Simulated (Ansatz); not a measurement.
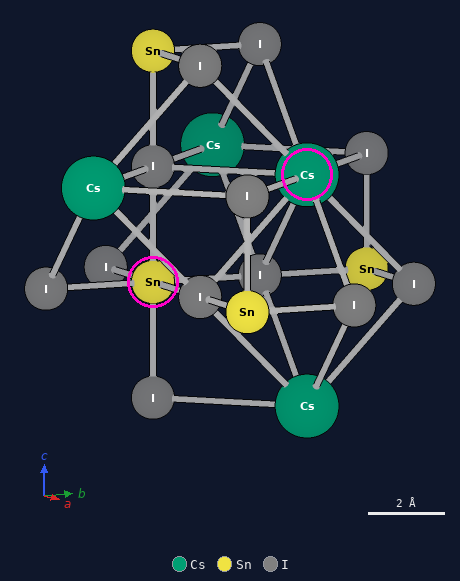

Perfect CsSnI$_{3}$. A ball-and-stick model of the atoms within 6.0 Å of one point, seen slightly off an axis.

Computed with DFT, PBEsol, PAW, plane waves in Ansatz. (plane-wave cutoff 420 eV; k-point mesh 1 × 1 × 1; mesh shifted by (0.25, 0.25, 0.25); collinear spin) Fermi-Dirac smearing of 0.01 eV. The axes drawn are those of the host's conventional cell.

A caesium atom is replaced by copper and a tin atom is replaced by caesium, the two sites 5.3 Å apart at the ringed places, in charge state 0. The supercell has 40 sites, and the atoms are relaxed at the host's cell.

Q: Predict the relaxed surroundings of the defect.

A: In the host the Cs atom has ; the Cu atom ends with 3 I at 2.49 to 2.55 Å, 1 Sn at 2.61 Å. In the host the Sn atom has 6 I at 3.08 Å; the Cs atom ends with 6 I at 3.54 to 3.71 Å. Of the host's atoms, an iodine atom moves furthest from its site, by 1.98 Å. The Cu atom itself moves 3.50 Å from where it was put. The Cs atom itself moves 0.65 Å from where it was put. The cell's net moment is 0.69 μB.

The relaxed defect, seen from the same direction:

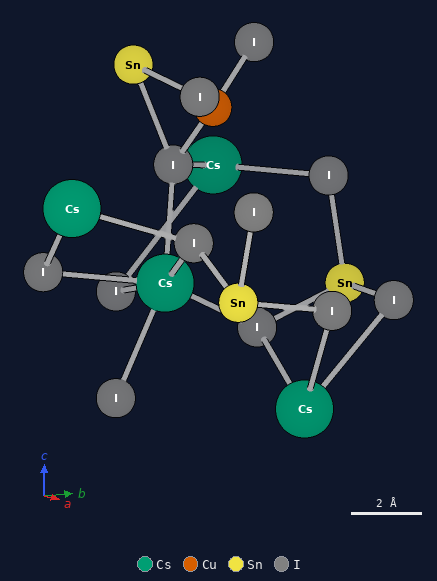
